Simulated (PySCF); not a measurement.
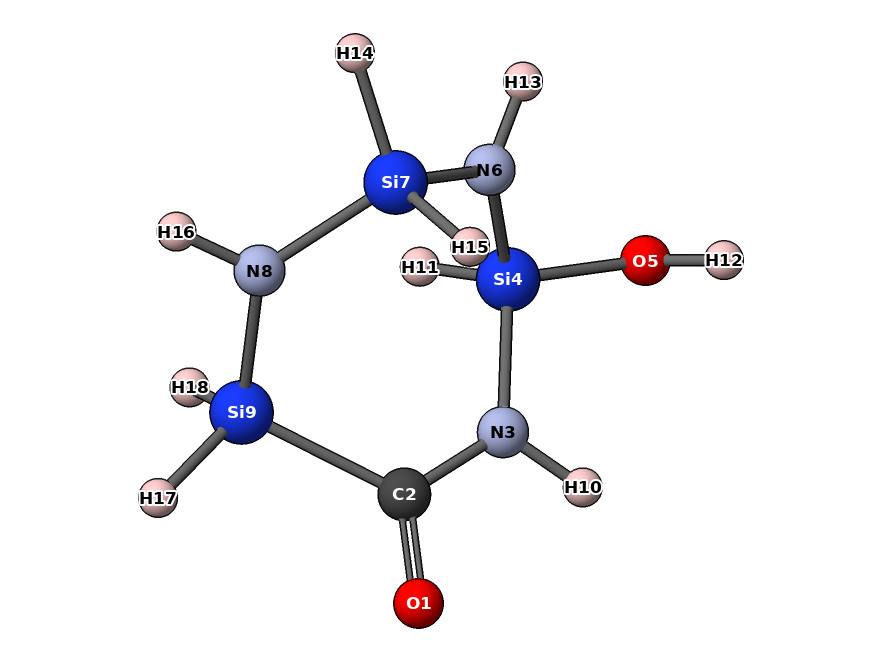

The questions are on isotropic NMR shieldings of the Si atoms. The geometry was computed by an optimisation with GFN2-xTB. No frequency run is at hand to confirm it as a minimum. Properties computed with GIAO PBE0/pcSseg-1 NMR shielding, non-relativistic, gas phase (PySCF 2.14.0).

List the isotropic NMR shieldings of the Si atoms.

```
atom  σ (ppm)
 Si4    390.1
 Si7    387.1
 Si9    396.9
```

The geometry is semi-empirical. Around Si such bond lengths and angles can be off by a tenth of an ångström or more and by several degrees, and values that hang on the shape move with them.
